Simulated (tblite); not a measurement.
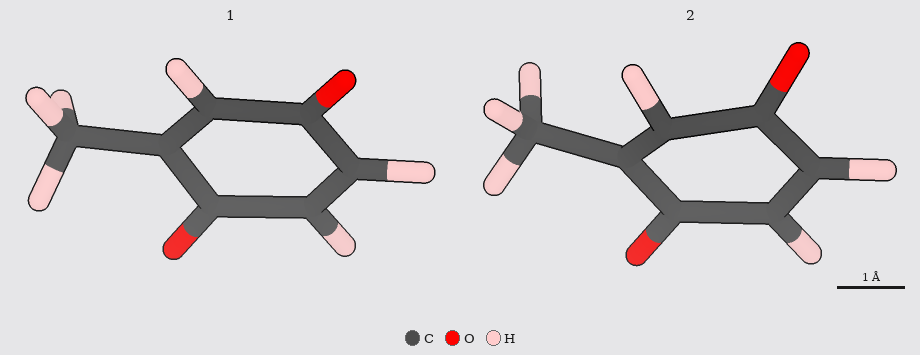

Two geometries of C7H6O2 (charge +1, multiplicity 2), drawn at one scale. One is the start of a relaxation, the other its converged end. The picture is a stick view, seen from a free direction.

All numbers below come from tblite 0.8.0, GFN2-xTB geometry optimisation, gas phase. 

Q: Which one is relaxed?

A: Structure 1 is the relaxed one. Over 82 geometry steps the energy falls by 31.9 kcal/mol. The largest move after the best rigid fit is that of an O atom, 0.58 Å. Largest moves by element: O 0.58 Å, H 0.49 Å, C 0.45 Å. Some distances before and after: C–C 1.465 → 1.330 Å, C–O 1.266 → 1.187 Å, C–C 1.471 → 1.521 Å, C–C 1.466 → 1.505 Å. Bond angles that change, for instance: C–C–C 109.3° → 125.8°, C–C–C 123.0° → 112.4°, C–C–H 121.1° → 113.1°.
